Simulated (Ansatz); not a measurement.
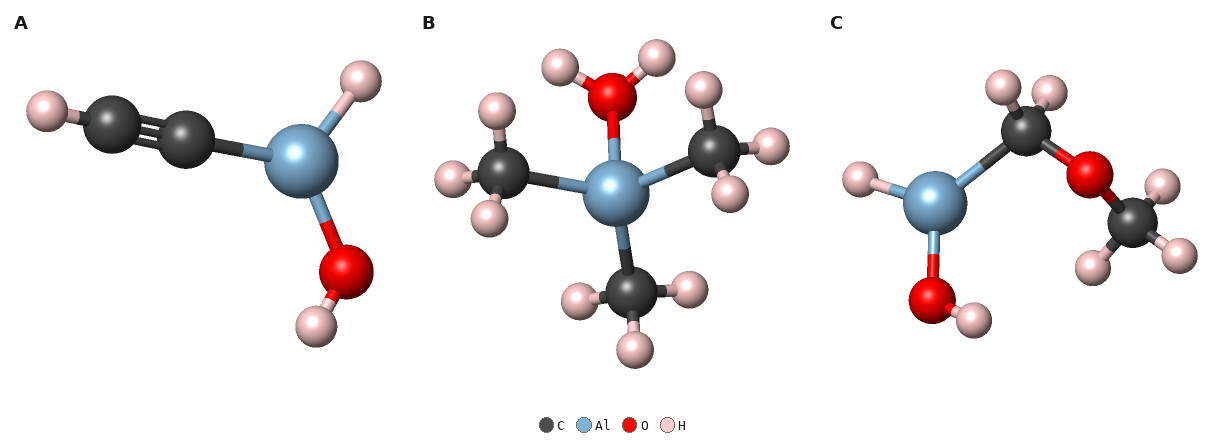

Source: calculation with Ansatz.

### Match each picture to its SMILES.
(1) [CH3][Al-]([CH3])([CH3])[OH2+]
(2) CO[CH2][AlH][OH]
(3) C#[C][AlH][OH]

A is (3), B is (1), C is (2).
